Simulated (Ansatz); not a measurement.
# MoN2 (P4/mbm): scan of the energy under strain

A script is to give a scan of the energy under strain; the system is MoN2 (P4/mbm).

All numbers are computed with Ansatz 0.2.0, driven from Python. Level of theory: DFT PBE, plane waves, PAW.

**1. Starting point**

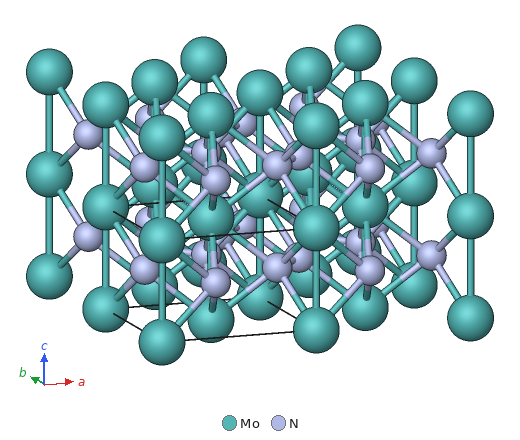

The structure that the script starts from, seen slightly off an axis (molybdenum teal, nitrogen light blue). 2×2×2 cells are drawn. Atoms on cell faces are repeated.

The script holds or builds the structure itself.

**2. Script**

Input file strain_mon2.py:

```python
'''A biaxial strain scan of MoN2.'''

import warnings

import ansatz
import matplotlib.pyplot as plt
import numpy as np

config = {
    'functional': 'pbe',
    'filling': 'fermi_dirac',
    'width_ev': 0.02,
    'cutoff': 520,
    'kgrid': (6, 6, 8),
}

VECTORS = np.array([
    [4.348053, 0.0, 0.0],
    [0.0, 4.348053, 0.0],
    [0.0, 0.0, 2.76746],
])
SITES = [
    ('Mo', [0.5, 0.5, 0.0]),
    ('Mo', [0.0, 0.0, 0.0]),
    ('N', [0.888353, 0.388353, 0.5]),
    ('N', [0.111647, 0.611647, 0.5]),
    ('N', [0.388353, 0.111647, 0.5]),
    ('N', [0.611647, 0.888353, 0.5]),
]


def build(cell):
    crystal = ansatz.Crystal(lattice=ansatz.Lattice.of(cell))
    for symbol, position in SITES:
        crystal = crystal.atom(symbol, position)
    return crystal

warnings.simplefilter('ignore', ansatz.DeckWarning)

# clamped ions: the fractional positions stay as typed
values = np.linspace(-0.03, 0.03, 7)
energies = []
for d in values:
    strain = np.diag([d, d, 0])
    cell = VECTORS @ (np.eye(3) + strain)
    base = (
        build(cell).calculation()
        .functional(config['functional'])
        .occupations(config['filling'], width=config['width_ev'])
        .basis(config['cutoff'])
        .kpoints(*config['kgrid'])
    )
    r = base.run().report
    energies.append(r['free_energy_ev'] / len(SITES))
    print(f'd = {d:+.4f}  F = {energies[-1]:.5f} eV/atom')
energies = np.array(energies)

for value, e in zip(values, energies):
    print(f'strain {value:7.3f}   E - Emin = {1000 * (e - energies.min()):9.3f} meV/atom')
plt.figure(figsize=(4.5, 3))
plt.plot(values, 1000 * (energies - energies.min()), 'o-')
plt.xlabel('strain')
plt.ylabel('meV/atom')
plt.tight_layout()
plt.savefig('strain.png', dpi=100)
curvature = 2 * np.polyfit(values, energies, 3)[1]
volume = abs(np.linalg.det(VECTORS)) / len(SITES)
print(f'd2E/dd2 over the volume: {curvature / volume * 160.21766:.1f} GPa')
```

**3. The calls as engine input**

The engine receives this input (first run):

```yaml
crystal:
  lattice:
    - [4.21761141, 0.0, 0.0]
    - [0.0, 4.21761141, 0.0]
    - [0.0, 0.0, 2.76746]
  atoms:
    - { symbol: Mo, position: [0.5, 0.5, 0.0] }
    - { symbol: Mo, position: [0.0, 0.0, 0.0] }
    - { symbol: "N", position: [0.888353, 0.388353, 0.5] }
    - { symbol: "N", position: [0.111647, 0.611647, 0.5] }
    - { symbol: "N", position: [0.388353, 0.111647, 0.5] }
    - { symbol: "N", position: [0.611647, 0.888353, 0.5] }
basis:
  ecutwfc: 520.0
kpoints:
  mp_grid:
    grid: [6, 6, 8]
hamiltonian:
  xc: pbe
scf:
  occupations:
    method: fermi_dirac
    width: 0.02
```

**4. Launch**

Run with:

```bash
$ python strain_mon2.py
```

Output:

```text
d = -0.0300  F = -1907.86682 eV/atom
d = -0.0200  F = -1907.89020 eV/atom
d = -0.0100  F = -1907.90191 eV/atom
d = +0.0000  F = -1907.90284 eV/atom
d = +0.0100  F = -1907.89386 eV/atom
d = +0.0200  F = -1907.87583 eV/atom
d = +0.0300  F = -1907.84938 eV/atom
strain  -0.030   E - Emin =    36.025 meV/atom
strain  -0.020   E - Emin =    12.643 meV/atom
strain  -0.010   E - Emin =     0.936 meV/atom
strain   0.000   E - Emin =     0.000 meV/atom
strain   0.010   E - Emin =     8.979 meV/atom
strain   0.020   E - Emin =    27.013 meV/atom
strain   0.030   E - Emin =    53.468 meV/atom
d2E/dd2 over the volume: 1827.4 GPa
```

Run time: 14 s. Hardware: 1 thread of Intel Xeon 6975P-C (Granite Rapids), shared host; peak memory 0.49 GiB.

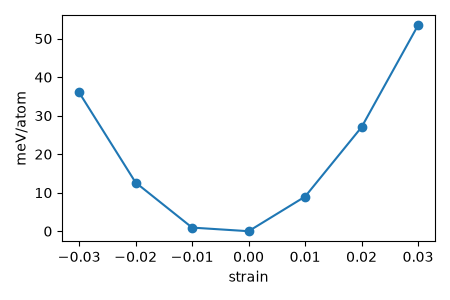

strain.png, as the script drew it.

**5. What changed from run to run**

The engine's inputs for some of the other runs:

Run 2, against run 1:

```diff
@@ -3,2 +3,2 @@
-    - [4.21761141, 0.0, 0.0]
-    - [0.0, 4.21761141, 0.0]
+    - [4.26109194, 0.0, 0.0]
+    - [0.0, 4.26109194, 0.0]
```

Run 6, against run 1:

```diff
@@ -3,2 +3,2 @@
-    - [4.21761141, 0.0, 0.0]
-    - [0.0, 4.21761141, 0.0]
+    - [4.43501406, 0.0, 0.0]
+    - [0.0, 4.43501406, 0.0]
```

Run 7, against run 1:

```diff
@@ -3,2 +3,2 @@
-    - [4.21761141, 0.0, 0.0]
-    - [0.0, 4.21761141, 0.0]
+    - [4.47849459, 0.0, 0.0]
+    - [0.0, 4.47849459, 0.0]
```

**6. What each run gave**

The 7 runs, in the order started:

```csv
run,strain,energy from run 4 (meV/atom),SCF cycles,CPU time (s)
1,-0.030,36.02,6,1.8
2,-0.020,12.64,7,1.9
3,-0.010,0.94,6,1.8
4,0.000,0.00,7,1.9
5,0.010,8.98,6,1.8
6,0.020,27.01,6,1.9
7,0.030,53.47,6,1.9
```

Energies are free energies F = E - TS of the smeared occupations. 

**7. Summary of results**

| quantity | value |
| --- | --- |
| curvature under the strain | 1827.4 GPa |
| runs compared | 7 |
| range of energy | 53.47 meV/atom |
| lowest point, strain | 0.000 |

In words: Against the unstrained cell the energy per atom changes by +36.02 meV at one end of the scan and +53.47 meV at the other, and its second derivative over the volume is 1827.4 GPa. Notes:
- Spin is left out of this run.
- The mesh is modest for a metal, so energies can be off by several to tens of meV an atom and pressures by half a GPa or more; differences at equal mesh fare better.
- The curvature belongs to this strain pattern and to the cell's stress; it equals a single elastic constant only for simple patterns.
- In a metal a curvature from energy changes of a few meV or less hangs on mesh and smearing, in size and even in sign.
- The structure comes from a database of computed cells and needn't be a stable or known phase.
- The ions keep their fractional positions (clamped ions).
